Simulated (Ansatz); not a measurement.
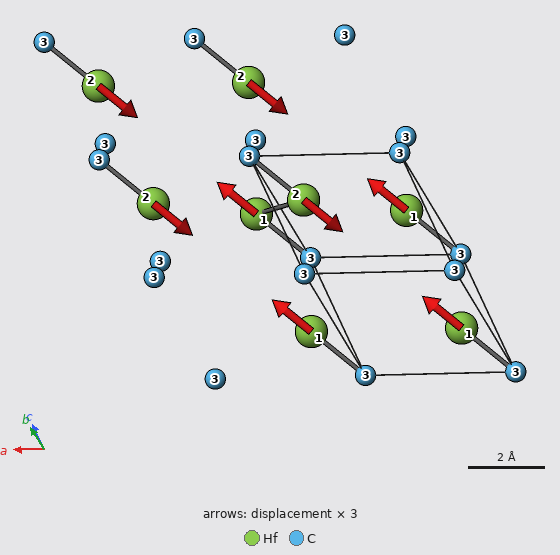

This is a relaxation of crystalline Hf$_{2}$C (a generated structure, set up in R-3m) (coarse preliminary run). The starting structure is drawn; red arrows show the displacements (the part carried along by the change of the cell is left out), 3 times their true length.

The picture is a ball-and-stick view of the cell of the calculation, repeated 2 × 1 × 2 with one cell outlined, seen from a free direction.

Theory: Ansatz 0.2.0, DFT PBE, scalar-relativistic, plane waves, PAW. Set-up: plane-wave cutoff 420 eV; k-point mesh 6 × 6 × 6; occupations gaussian; smearing width 0.1 eV; no spin polarisation; cell and atoms relaxed; force threshold 0.04 eV/Å; at most 70 steps.

What did the optimiser do to the structure, and how much energy did it gain?

After 7 accepted moves (8 points after the start) the energy has fallen by 4.183 eV per cell of the calculation. The largest force component goes from 8.9 to 0.0041 eV/Å. The pressure goes from 33.45 to −0.20 GPa. At 1 point the geometry stayed and the basis and grid were re-selected for the new cell (energy shift of 2.5 meV per cell of the calculation at most each time). The largest moves relative to the cell, 0.45 Å, are those of Hf1 and Hf2. Hf1 goes along [1 1 1]. C stays in place. Cell: a = b = c 3.976 → 3.924 Å (−1.3 %), α 68.5° → 64.2°, β 68.5° → 64.2°, γ 68.5° → 64.2°. Volume −11.1 %. Some distances before and after: Hf1–Hf2 3.499 → 2.843 Å, Hf1–C3 1.842 → 2.342 Å, Hf1–C3 (another image) 2.841 → 2.523 Å, Hf1–Hf2 (another image) 2.669 → 2.882 Å. New bonds form, among them: Hf1–Hf2 (3.50 → 2.84 Å). Bond angles that change, for instance: Hf2–Hf1–Hf2 114.0° → 92.7°, Hf2–Hf1–C3 75.6° → 56.6°. The space group stays R-3m (No. 166).
